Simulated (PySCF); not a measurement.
# C4H3FS: NMR shifts at several levels of theory

How much do the NMR shifts of C4H3FS (`Fc1cccs1`) depend on the level of theory, and what does each level cost?

The runs use PySCF 2.14.0, with density-fitted response routines of our own; the level of theory stands in each step. All values are computed, except where a source is named. Atoms count from 0, in the outputs and in this text.

## (1) The starting structure

9 atoms, charge 0, multiplicity 1; geometry from: MMFF94s.

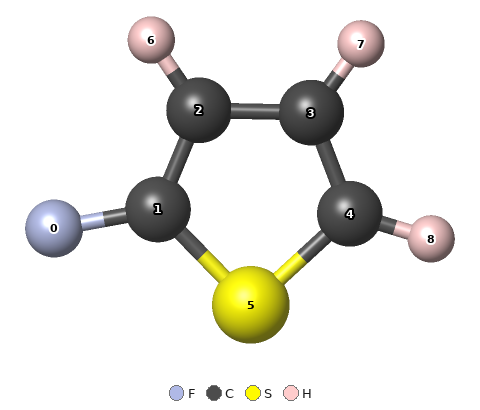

As it starts; fluorine light blue, carbon dark grey, sulfur yellow, hydrogen pink, atoms numbered; sticks join atoms by distance.

## (2) Optimising the geometry at PBE0-D3(BJ)/def2-SVP

What the job is given:

```
{"job": {"xc": "PBE0", "basis": "def2-SVP", "d3": "d3bj", "grid": 1, "kind": "geom"}, "charge": 0, "multiplicity": 1}
F      2.535032     0.696346    -0.189836
C      1.210933     0.500595    -0.082160
C      0.637783    -0.745056    -0.094401
C     -0.780816    -0.665038     0.035638
C     -1.215803     0.640459     0.140428
S      0.086233     1.756232     0.081377
H      1.205496    -1.660951    -0.191248
H     -1.447433    -1.518876     0.051560
H     -2.231426     0.996288     0.248640
```

What it wrote:

```text
step   0  E = -651.51242118  max force = 0.027465
step   1  E = -651.51012296  max force = 0.008046
step   2  E = -651.51331652  max force = 0.009029
step   3  E = -651.51324075  max force = 0.012076
step   4  E = -651.51440560  max force = 0.005270
step   5  E = -651.51415740  max force = 0.007389
step   6  E = -651.51462516  max force = 0.000419
step   7  E = -651.51463437  max force = 0.000257
optimisation converged
```

Wall time 28 s (1 thread, shared host).

Step by step: (the energy doesn't fall at every step)

| step | energy from step 0 (eV) | largest force component (eV/Å) |
| --- | --- | --- |
| 0 | 0.0000 | 1.4123 |
| 1 | 0.0625 | 0.4137 |
| 2 | -0.0244 | 0.4643 |
| 3 | -0.0223 | 0.6210 |
| 4 | -0.0540 | 0.2710 |
| 5 | -0.0472 | 0.3800 |
| 6 | -0.0600 | 0.0215 |
| 7 | -0.0602 | 0.0132 |

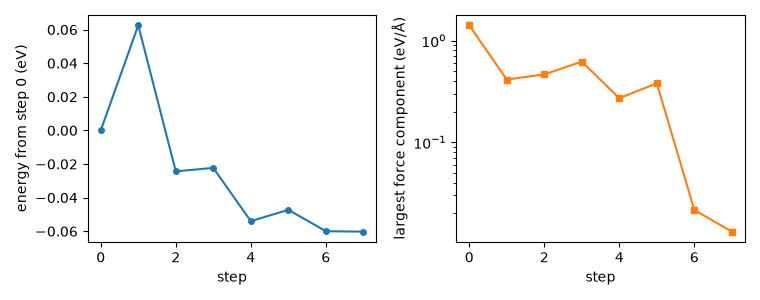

Energy and largest force along the relaxation.

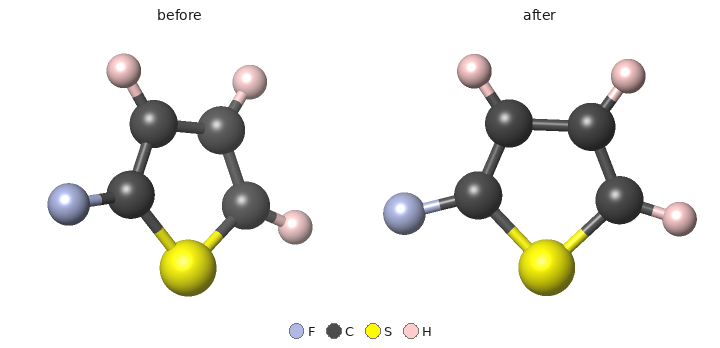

The geometry before (left) and after (right).

Close pairs (by a distance rule), those that changed most:

| bond | before (Å) | after (Å) | change (Å) |
| --- | --- | --- | --- |
| C1–S5 | 1.694 | 1.729 | +0.036 |
| F0–C1 | 1.343 | 1.319 | -0.024 |
| C3–C4 | 1.380 | 1.367 | -0.013 |
| C4–S5 | 1.716 | 1.725 | +0.010 |
| C1–C2 | 1.371 | 1.363 | -0.008 |
| C2–H6 | 1.082 | 1.090 | +0.008 |
| C3–H7 | 1.083 | 1.091 | +0.007 |
| C4–H8 | 1.082 | 1.089 | +0.007 |

The next job starts from the end point, and lists it.

```
                         at the end point                value
  point group (found at 0.08 Å tolerance)                   Cs
rotational constants (GHz, main isotopes)  5.344, 3.220, 2.009
                        dipole moment (D)                 1.40
```

## (3) NMR shieldings: WP04/pcSseg-2

What the job is given:

```
{"job": {"kind": "nmr", "xc": "WP04", "basis": "pcSseg-2", "pop": false}, "charge": 0, "multiplicity": 1}
F      1.789757     0.753550    -1.766626
C      0.860229     0.473528    -0.873932
C      0.563555    -0.748374    -0.347351
C     -0.504565    -0.652406     0.593616
C     -0.978130     0.621228     0.743013
S     -0.132523     1.746756    -0.254715
H      1.089535    -1.661527    -0.624076
H     -0.907346    -1.505758     1.140641
H     -1.780508     0.973003     1.389443
```

Level: GIAO WP04/pcSseg-2 NMR shielding, non-relativistic, gas phase.

What it wrote:

```text
coarse grid: 8920 points
cycle   1  E = -661.5058707890  dE =  9.973e-01  |g| = 8.195e-01  |ddm| = 2.455e+00
cycle   2  E = -661.3200409991  dE =  1.858e-01  |g| = 1.249e+00  |ddm| = 1.280e+00
cycle   3  E = -661.6118023299  dE = -2.918e-01  |g| = 2.164e-01  |ddm| = 8.885e-01
cycle   4  E = -661.6231513571  dE = -1.135e-02  |g| = 7.714e-02  |ddm| = 2.209e-01
cycle   5  E = -661.6244021461  dE = -1.251e-03  |g| = 2.913e-02  |ddm| = 6.594e-02
cycle   6  E = -661.6245709581  dE = -1.688e-04  |g| = 8.387e-03  |ddm| = 2.397e-02
cycle   7  E = -661.6245842246  dE = -1.327e-05  |g| = 4.127e-03  |ddm| = 7.578e-03
cycle   8  E = -661.6245885746  dE = -4.350e-06  |g| = 5.744e-04  |ddm| = 2.996e-03
final grid: 84304 points
cycle   9  E = -661.6322671429  dE = -9.408e-05  |g| = 7.034e-03  |ddm| = 5.141e-02
cycle  10  E = -661.6322424354  dE =  2.471e-05  |g| = 1.197e-02  |ddm| = 1.335e-02
cycle  11  E = -661.6322784166  dE = -3.598e-05  |g| = 1.565e-03  |ddm| = 9.488e-03
cycle  12  E = -661.6322789919  dE = -5.753e-07  |g| = 7.390e-04  |ddm| = 1.721e-03
cycle  13  E = -661.6322791202  dE = -1.283e-07  |g| = 2.104e-04  |ddm| = 5.520e-04
cycle  14  E = -661.6322791286  dE = -8.491e-09  |g| = 6.977e-05  |ddm| = 1.792e-04
cycle  15  E = -661.6322791295  dE = -8.914e-10  |g| = 2.981e-05  |ddm| = 6.538e-05
converged SCF energy = -661.6322791295

GIAO shielding tensors (ppm)
atom      isotropic    diamagn.    paramagn.     s11        s22        s33       span
  0 F      306.407     468.454    -162.048    225.340    291.632    402.249    176.909
  1 C      -13.596     256.284    -269.880    -83.624      7.274     35.563    119.186
  2 C       57.020     256.003    -198.984    -12.461     43.699    139.821    152.281
  3 C       39.531     254.232    -214.702    -50.079     28.026    140.645    190.725
  4 C       45.392     259.117    -213.724    -50.863     59.484    127.556    178.419
  5 S      245.194    1060.830    -815.636    117.670    266.155    351.757    234.086
  6 H       25.225      31.031      -5.806     22.750     24.869     28.055      5.304
  7 H       24.973      30.730      -5.757     22.415     24.757     27.748      5.333
  8 H       25.117      30.104      -4.986     22.307     26.016     27.029      4.722
```

It took 27 s on 1 thread, shared host.

Shifts follow as δ = σ(reference) − σ, with reference shieldings (ppm) from runs at the same level and on the same kind of geometry: ¹H TMS 31.61, ¹³C TMS 172.1, ¹⁹F CFCl3 177.3, ³³S CS2 469. The references are single molecules in the gas phase, so shifts against H2O, NH3, PH3, H3PO4 or CFCl3 are not on the usual liquid scales and can be off by tens of ppm.

```
atoms                                         environment  σ (ppm)  δ (ppm)
   C1                    aromatic carbon bearing fluorine    -13.6    185.7
   C3                                         aromatic CH     39.5    132.6
   C4                 aromatic CH next to the ring sulfur     45.4    126.7
   C2                                         aromatic CH     57.0    115.1
   H7                          hydrogen on an aromatic CH    24.97     6.64
   H8  hydrogen on an aromatic CH next to the ring sulfur    25.12     6.49
   H6                          hydrogen on an aromatic CH    25.22     6.39
   F0                                       aryl fluorine    306.4   -129.1
   S5                                aromatic ring sulfur      245      223
```

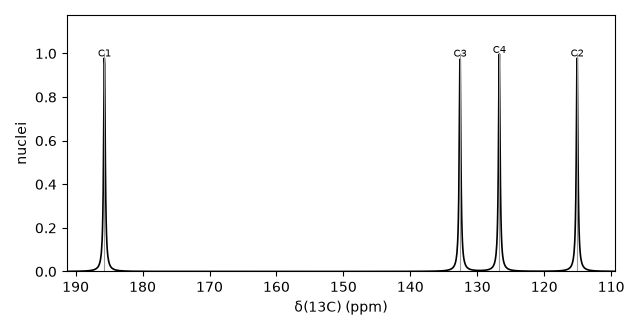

¹³C lines at the computed shifts, without couplings. Lines are broadened to a width of 0.28 ppm (Lorentzian).

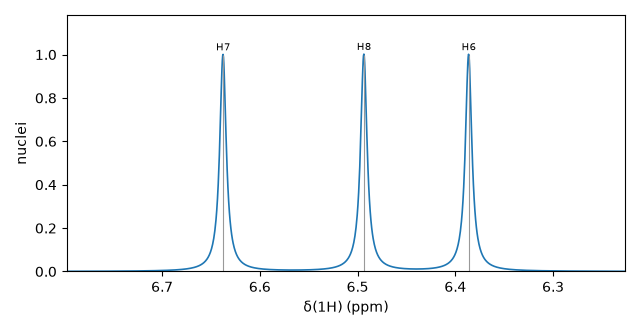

¹H lines at the computed shifts, without couplings. Lines are broadened to a width of 0.01 ppm (Lorentzian).

Ring of atoms C1, C2, C3, C4, S5: NICS(0) -13.6, NICS(1) -8.8, NICS(1)zz -22.9 ppm (means of both faces).

## (4) Nuclear shieldings: B97-2/pcSseg-2

Same as in step 3 but for these lines:

```diff
@@ -1,2 +1,2 @@
-{"job": {"kind": "nmr", "xc": "WP04", "basis": "pcSseg-2", "pop": false}, "charge": 0, "multiplicity": 1}
+{"job": {"kind": "nmr", "xc": "B97-2", "basis": "pcSseg-2", "pop": false}, "charge": 0, "multiplicity": 1}
 F      1.789757     0.753550    -1.766626
```

Method: GIAO B97-2/pcSseg-2 NMR shielding, non-relativistic, gas phase.

What it wrote:

```text
coarse grid: 8920 points
cycle   1  E = -652.2420414472  dE =  1.065e+00  |g| = 5.368e-01  |ddm| = 2.405e+00
cycle   2  E = -652.1650645998  dE =  7.698e-02  |g| = 8.000e-01  |ddm| = 8.013e-01
cycle   3  E = -652.2930751698  dE = -1.280e-01  |g| = 1.164e-01  |ddm| = 5.432e-01
cycle   4  E = -652.2964801201  dE = -3.405e-03  |g| = 4.755e-02  |ddm| = 1.355e-01
cycle   5  E = -652.2969226245  dE = -4.425e-04  |g| = 1.396e-02  |ddm| = 3.771e-02
cycle   6  E = -652.2969616014  dE = -3.898e-05  |g| = 4.425e-03  |ddm| = 1.298e-02
cycle   7  E = -652.2969656037  dE = -4.002e-06  |g| = 1.834e-03  |ddm| = 3.818e-03
final grid: 84304 points
cycle   8  E = -652.2982588436  dE = -6.805e-05  |g| = 8.755e-03  |ddm| = 5.598e-02
cycle   9  E = -652.2982403431  dE =  1.850e-05  |g| = 1.338e-02  |ddm| = 1.197e-02
cycle  10  E = -652.2982699565  dE = -2.961e-05  |g| = 1.177e-03  |ddm| = 7.731e-03
cycle  11  E = -652.2982702336  dE = -2.771e-07  |g| = 6.118e-04  |ddm| = 1.351e-03
cycle  12  E = -652.2982703279  dE = -9.425e-08  |g| = 9.487e-05  |ddm| = 5.548e-04
cycle  13  E = -652.2982703296  dE = -1.714e-09  |g| = 4.676e-05  |ddm| = 1.001e-04
cycle  14  E = -652.2982703301  dE = -4.836e-10  |g| = 1.251e-05  |ddm| = 3.768e-05
converged SCF energy = -652.2982703301

GIAO shielding tensors (ppm)
atom      isotropic    diamagn.    paramagn.     s11        s22        s33       span
  0 F      308.301     465.560    -157.259    222.837    286.171    415.895    193.057
  1 C        3.742     254.157    -250.414    -62.984     25.235     48.976    111.960
  2 C       72.434     256.188    -183.753      5.849     60.169    151.284    145.435
  3 C       53.887     253.638    -199.752    -33.009     42.167    152.502    185.511
  4 C       63.096     258.325    -195.229    -29.532     78.481    140.340    169.873
  5 S      304.499    1057.509    -753.010    187.950    314.462    411.086    223.136
  6 H       24.794      31.141      -6.347     22.253     24.447     27.682      5.429
  7 H       24.497      30.843      -6.346     21.793     24.224     27.474      5.680
  8 H       24.767      30.068      -5.301     21.694     25.583     27.024      5.330
```

Wall time 28 s (1 thread, shared host).

This run: δ C1 179.7, C3 129.6, C4 120.4, C2 111.0, H7 6.86, H8 6.59 ppm.

## (5) NMR shieldings: BHandHLYP/pcSseg-2

Same as in step 4 but for these lines:

```diff
@@ -1,2 +1,2 @@
-{"job": {"kind": "nmr", "xc": "B97-2", "basis": "pcSseg-2", "pop": false}, "charge": 0, "multiplicity": 1}
+{"job": {"kind": "nmr", "xc": "BHandHLYP", "basis": "pcSseg-2", "pop": false}, "charge": 0, "multiplicity": 1}
 F      1.789757     0.753550    -1.766626
```

With the program's defaults for keys left out, this is: GIAO BHandHLYP/pcSseg-2 NMR shielding, non-relativistic, gas phase.

What it wrote:

```text
coarse grid: 8920 points
cycle   1  E = -652.1541324581  dE =  1.282e+00  |g| = 5.162e-01  |ddm| = 2.361e+00
cycle   2  E = -652.1518883204  dE =  2.244e-03  |g| = 5.639e-01  |ddm| = 5.599e-01
cycle   3  E = -652.2084480373  dE = -5.656e-02  |g| = 6.153e-02  |ddm| = 3.157e-01
cycle   4  E = -652.2092776505  dE = -8.296e-04  |g| = 3.615e-02  |ddm| = 8.551e-02
cycle   5  E = -652.2095815382  dE = -3.039e-04  |g| = 9.137e-03  |ddm| = 3.179e-02
cycle   6  E = -652.2095987688  dE = -1.723e-05  |g| = 2.471e-03  |ddm| = 8.242e-03
cycle   7  E = -652.2096004030  dE = -1.634e-06  |g| = 7.206e-04  |ddm| = 2.303e-03
final grid: 84304 points
cycle   8  E = -652.2140043655  dE = -2.282e-05  |g| = 2.162e-03  |ddm| = 2.607e-02
cycle   9  E = -652.2140044819  dE = -1.164e-07  |g| = 2.077e-03  |ddm| = 3.086e-03
cycle  10  E = -652.2140054205  dE = -9.386e-07  |g| = 3.036e-04  |ddm| = 1.403e-03
cycle  11  E = -652.2140054355  dE = -1.503e-08  |g| = 1.260e-04  |ddm| = 3.075e-04
cycle  12  E = -652.2140054386  dE = -3.138e-09  |g| = 3.809e-05  |ddm| = 1.201e-04
cycle  13  E = -652.2140054390  dE = -3.633e-10  |g| = 1.132e-05  |ddm| = 3.600e-05
converged SCF energy = -652.2140054390

GIAO shielding tensors (ppm)
atom      isotropic    diamagn.    paramagn.     s11        s22        s33       span
  0 F      326.855     465.896    -139.041    244.377    309.171    427.017    182.640
  1 C       -1.246     253.009    -254.254    -83.465     23.706     56.022    139.487
  2 C       69.954     254.192    -184.239     -4.322     60.363    153.820    158.142
  3 C       50.346     251.950    -201.604    -45.574     41.189    155.423    200.997
  4 C       57.853     256.672    -198.819    -45.465     75.130    143.894    189.359
  5 S      295.640    1056.694    -761.054    166.042    319.850    401.027    234.985
  6 H       24.817      31.116      -6.300     22.068     24.442     27.940      5.872
  7 H       24.562      31.014      -6.453     21.675     24.205     27.805      6.130
  8 H       24.753      30.249      -5.495     21.683     25.697     26.880      5.197
```

Wall time 28 s (1 thread, shared host).

In short: δ C1 185.5, C3 133.9, C4 126.4, C2 114.3, H7 6.89, H8 6.70 ppm.

## (6) Shielding tensors: CAM-B3LYP/pcSseg-2

Same as in step 5 but for these lines:

```diff
@@ -1,2 +1,2 @@
-{"job": {"kind": "nmr", "xc": "BHandHLYP", "basis": "pcSseg-2", "pop": false}, "charge": 0, "multiplicity": 1}
+{"job": {"kind": "nmr", "xc": "CAM-B3LYP", "basis": "pcSseg-2", "pop": false}, "charge": 0, "multiplicity": 1}
 F      1.789757     0.753550    -1.766626
```

Method: GIAO CAM-B3LYP/pcSseg-2 NMR shielding, non-relativistic, gas phase.

What it wrote:

```text
coarse grid: 8920 points
cycle   1  E = -652.1967374778  dE =  1.229e+00  |g| = 5.360e-01  |ddm| = 2.339e+00
cycle   2  E = -652.1791840823  dE =  1.755e-02  |g| = 6.563e-01  |ddm| = 6.003e-01
cycle   3  E = -652.2525318550  dE = -7.335e-02  |g| = 5.281e-02  |ddm| = 3.427e-01
cycle   4  E = -652.2531350689  dE = -6.032e-04  |g| = 2.582e-02  |ddm| = 6.898e-02
cycle   5  E = -652.2532830916  dE = -1.480e-04  |g| = 1.078e-02  |ddm| = 2.908e-02
cycle   6  E = -652.2533085385  dE = -2.545e-05  |g| = 2.725e-03  |ddm| = 1.008e-02
cycle   7  E = -652.2533103846  dE = -1.846e-06  |g| = 5.583e-04  |ddm| = 2.574e-03
final grid: 84304 points
cycle   8  E = -652.2597375193  dE = -3.777e-05  |g| = 2.964e-03  |ddm| = 2.664e-02
cycle   9  E = -652.2597372574  dE =  2.619e-07  |g| = 3.224e-03  |ddm| = 3.921e-03
cycle  10  E = -652.2597394246  dE = -2.167e-06  |g| = 4.569e-04  |ddm| = 2.103e-03
cycle  11  E = -652.2597394542  dE = -2.960e-08  |g| = 1.825e-04  |ddm| = 4.233e-04
cycle  12  E = -652.2597394602  dE = -6.036e-09  |g| = 4.657e-05  |ddm| = 1.481e-04
cycle  13  E = -652.2597394607  dE = -4.733e-10  |g| = 1.137e-05  |ddm| = 4.252e-05
converged SCF energy = -652.2597394607

GIAO shielding tensors (ppm)
atom      isotropic    diamagn.    paramagn.     s11        s22        s33       span
  0 F      316.311     465.706    -149.395    233.131    294.891    420.911    187.779
  1 C       -6.359     252.713    -259.072    -83.831     17.699     47.055    130.886
  2 C       66.713     254.134    -187.422     -6.233     56.295    150.076    156.309
  3 C       47.112     251.589    -204.476    -47.018     36.218    152.137    199.155
  4 C       55.052     256.804    -201.752    -46.374     71.386    140.144    186.518
  5 S      273.181    1056.868    -783.687    142.950    299.059    377.533    234.583
  6 H       24.721      31.164      -6.443     22.212     24.334     27.618      5.406
  7 H       24.457      30.903      -6.446     21.762     24.140     27.469      5.707
  8 H       24.651      30.241      -5.589     21.747     25.548     26.659      4.912
```

It took 39 s on 1 thread, shared host.

Key values: δ C1 188.9, C3 135.4, C4 127.5, C2 115.8, H7 6.88, H8 6.69 ppm.

## (7) NMR shieldings: wB97X-D/pcSseg-2

Same as in step 6 but for these lines:

```diff
@@ -1,2 +1,2 @@
-{"job": {"kind": "nmr", "xc": "CAM-B3LYP", "basis": "pcSseg-2", "pop": false}, "charge": 0, "multiplicity": 1}
+{"job": {"kind": "nmr", "xc": "wB97X-D", "basis": "pcSseg-2", "pop": false}, "charge": 0, "multiplicity": 1}
 F      1.789757     0.753550    -1.766626
```

Level: GIAO wB97X-D/pcSseg-2 NMR shielding, non-relativistic, gas phase.

What it wrote:

```text
coarse grid: 8920 points
cycle   1  E = -652.2026678106  dE =  1.272e+00  |g| = 5.397e-01  |ddm| = 2.357e+00
cycle   2  E = -652.2022896341  dE =  3.782e-04  |g| = 5.968e-01  |ddm| = 5.543e-01
cycle   3  E = -652.2607704518  dE = -5.848e-02  |g| = 4.861e-02  |ddm| = 2.957e-01
cycle   4  E = -652.2613376464  dE = -5.672e-04  |g| = 1.948e-02  |ddm| = 7.045e-02
cycle   5  E = -652.2614272352  dE = -8.959e-05  |g| = 9.155e-03  |ddm| = 2.881e-02
cycle   6  E = -652.2614488521  dE = -2.162e-05  |g| = 2.023e-03  |ddm| = 9.947e-03
cycle   7  E = -652.2614502542  dE = -1.402e-06  |g| = 6.867e-04  |ddm| = 3.449e-03
final grid: 84304 points
cycle   8  E = -652.2681918494  dE = -2.032e-04  |g| = 8.300e-03  |ddm| = 5.117e-02
cycle   9  E = -652.2681897485  dE =  2.101e-06  |g| = 9.041e-03  |ddm| = 9.669e-03
cycle  10  E = -652.2682027683  dE = -1.302e-05  |g| = 7.234e-04  |ddm| = 4.768e-03
cycle  11  E = -652.2682028583  dE = -9.002e-08  |g| = 2.691e-04  |ddm| = 7.273e-04
cycle  12  E = -652.2682028717  dE = -1.337e-08  |g| = 8.314e-05  |ddm| = 2.634e-04
cycle  13  E = -652.2682028736  dE = -1.858e-09  |g| = 1.877e-05  |ddm| = 1.031e-04
cycle  14  E = -652.2682028737  dE = -1.787e-10  |g| = 1.026e-05  |ddm| = 5.244e-05
converged SCF energy = -652.2682028737

GIAO shielding tensors (ppm)
atom      isotropic    diamagn.    paramagn.     s11        s22        s33       span
  0 F      312.792     464.938    -152.145    227.490    290.110    420.776    193.286
  1 C       -1.098     253.934    -255.032    -76.471     23.260     49.916    126.387
  2 C       69.502     255.226    -185.724     -1.678     58.521    151.664    153.343
  3 C       50.089     252.771    -202.682    -42.018     38.395    153.889    195.907
  4 C       58.690     257.911    -199.221    -40.436     74.137    142.371    182.806
  5 S      290.988    1057.093    -766.106    167.417    311.405    394.141    226.724
  6 H       24.762      31.039      -6.277     22.168     24.370     27.748      5.580
  7 H       24.452      30.856      -6.405     21.751     24.157     27.448      5.698
  8 H       24.654      30.023      -5.369     21.679     25.541     26.744      5.065
```

It took 38 s on 1 thread, shared host.

This run: δ C1 185.5, C3 134.3, C4 125.7, C2 114.9, H7 6.90, H8 6.70 ppm.

## (8) NMR shieldings: LC-wPBE/pcSseg-2

Same as in step 7 but for these lines:

```diff
@@ -1,2 +1,2 @@
-{"job": {"kind": "nmr", "xc": "wB97X-D", "basis": "pcSseg-2", "pop": false}, "charge": 0, "multiplicity": 1}
+{"job": {"kind": "nmr", "xc": "LC-wPBE", "basis": "pcSseg-2", "pop": false}, "charge": 0, "multiplicity": 1}
 F      1.789757     0.753550    -1.766626
```

With the program's defaults for keys left out, this is: GIAO LC-wPBE/pcSseg-2 NMR shielding, non-relativistic, gas phase.

What it wrote:

```text
coarse grid: 8920 points
cycle   1  E = -651.9983256127  dE =  1.386e+00  |g| = 5.643e-01  |ddm| = 2.330e+00
cycle   2  E = -652.0132189158  dE = -1.489e-02  |g| = 5.774e-01  |ddm| = 5.425e-01
cycle   3  E = -652.0657483812  dE = -5.253e-02  |g| = 5.525e-02  |ddm| = 2.763e-01
cycle   4  E = -652.0665120952  dE = -7.637e-04  |g| = 2.084e-02  |ddm| = 8.306e-02
cycle   5  E = -652.0666204700  dE = -1.084e-04  |g| = 1.009e-02  |ddm| = 3.241e-02
cycle   6  E = -652.0666459798  dE = -2.551e-05  |g| = 1.707e-03  |ddm| = 1.189e-02
cycle   7  E = -652.0666486324  dE = -2.653e-06  |g| = 1.070e-03  |ddm| = 5.842e-03
final grid: 84304 points
cycle   8  E = -652.0751776994  dE = -1.169e-04  |g| = 9.256e-03  |ddm| = 3.798e-02
cycle   9  E = -652.0751783446  dE = -6.452e-07  |g| = 8.469e-03  |ddm| = 7.385e-03
cycle  10  E = -652.0751883056  dE = -9.961e-06  |g| = 1.091e-03  |ddm| = 4.179e-03
cycle  11  E = -652.0751884441  dE = -1.385e-07  |g| = 2.722e-04  |ddm| = 6.160e-04
cycle  12  E = -652.0751884590  dE = -1.491e-08  |g| = 8.492e-05  |ddm| = 2.698e-04
cycle  13  E = -652.0751884615  dE = -2.483e-09  |g| = 1.947e-05  |ddm| = 1.189e-04
cycle  14  E = -652.0751884619  dE = -3.890e-10  |g| = 8.346e-06  |ddm| = 6.289e-05
converged SCF energy = -652.0751884619

GIAO shielding tensors (ppm)
atom      isotropic    diamagn.    paramagn.     s11        s22        s33       span
  0 F      318.482     464.543    -146.061    233.823    294.340    427.283    193.460
  1 C       -1.997     253.938    -255.935    -83.538     24.244     53.305    136.843
  2 C       69.512     255.342    -185.830     -6.763     60.491    154.807    161.570
  3 C       49.342     252.716    -203.374    -48.296     37.751    158.571    206.867
  4 C       57.827     257.666    -199.839    -47.322     72.880    147.922    195.243
  5 S      296.112    1056.639    -760.527    168.633    326.180    393.522    224.889
  6 H       24.693      31.043      -6.349     21.972     24.218     27.890      5.917
  7 H       24.357      30.786      -6.430     21.581     24.014     27.475      5.894
  8 H       24.503      30.107      -5.604     21.509     25.431     26.569      5.060
```

Run time: 54 s. Hardware: 1 thread, shared host.

This run: δ C1 190.3, C3 139.0, C4 130.5, C2 118.8, H7 6.96, H8 6.81 ppm.

## (9) Side by side: NMR shifts

Shifts (ppm) of some atoms, chosen among heavy atoms and hydrogens apart, with basis size and wall time:

```csv
run,C1,C3,C4,H7,H8,F0,S5,functions,time
WP04/pcSseg-2,185.7,132.6,126.7,6.64,6.49,-129.1,223,265,27 s
B97-2/pcSseg-2,179.7,129.6,120.4,6.86,6.59,-130.9,203,265,28 s
BHandHLYP/pcSseg-2,185.5,133.9,126.4,6.89,6.70,-124.8,205,265,28 s
CAM-B3LYP/pcSseg-2,188.9,135.4,127.5,6.88,6.69,-130.3,221,265,39 s
wB97X-D/pcSseg-2,185.5,134.3,125.7,6.90,6.70,-126.4,209,265,38 s
LC-wPBE/pcSseg-2,190.3,139.0,130.5,6.96,6.81,-114.9,205,265,54 s
```

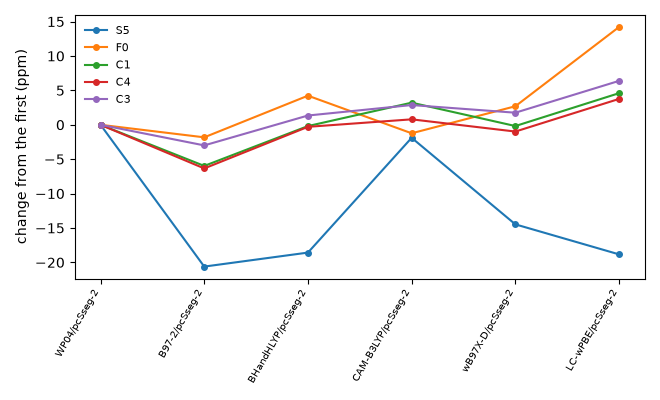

How five of the tabulated atoms move from run to run.

## (10) What came out

| quantity | value |
| --- | --- |
| point group | Cs |
| rotational constants (main isotopes) | 5.34, 3.22, 2.01 GHz |
| ¹³C shifts against TMS (WP04/pcSseg-2) | 185.7, 132.6, 126.7, 115.1 ppm |
| ¹H shifts against TMS (WP04/pcSseg-2) | 6.64, 6.49, 6.39 ppm |
| ¹⁹F shifts against CFCl3 (WP04/pcSseg-2) | -129.1 ppm |
| ³³S shifts against CS2 (WP04/pcSseg-2) | 223 ppm |
| range of the shift of S5 | 203 to 223 ppm |

**Reading.** Single values in the summary come from the first run of each kind that ended normally (WP04/pcSseg-2), which need not be the best level. Relaxing lowered the energy by 0.060 eV in 7 steps; the close pair that moved most is C1–S5, from 1.694 to 1.729 Å. At WP04/pcSseg-2: The largest span, 234 ppm, is at S5, where the paramagnetic term is -816 ppm. NICS(1)zz of -23 ppm above the planar ring from C1 marks a diatropic (aromatic) ring current. Across the 6 runs the shift of S5 moves most, between 203 (B97-2/pcSseg-2) and 223 ppm (WP04/pcSseg-2).
